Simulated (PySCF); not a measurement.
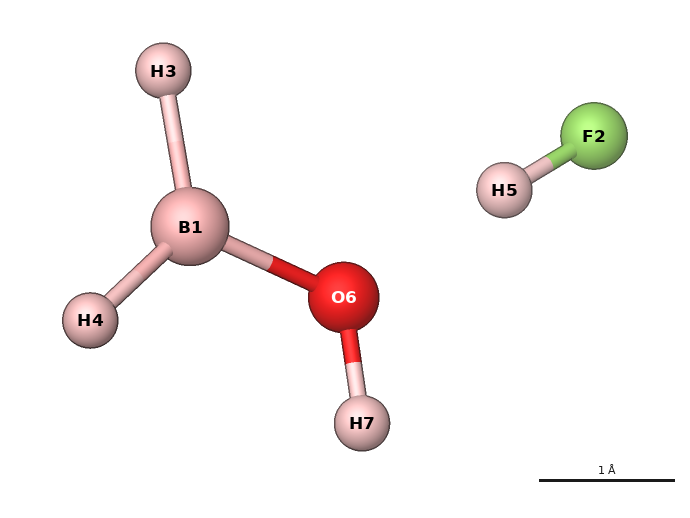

The computed structure is the end point of a PBE0-D4/def2-TZVP optimisation. No frequency run is at hand to confirm it as a minimum.

Find the hydrogen bonds (donors O, N, F, S or Cl) and give their geometry.

```json
{"D–H···A": "F2–H5···O6", "D–H (Å)": "0.94", "H···A (Å)": "1.72", "angle (°)": "178", "kind": "intermolecular"}
```
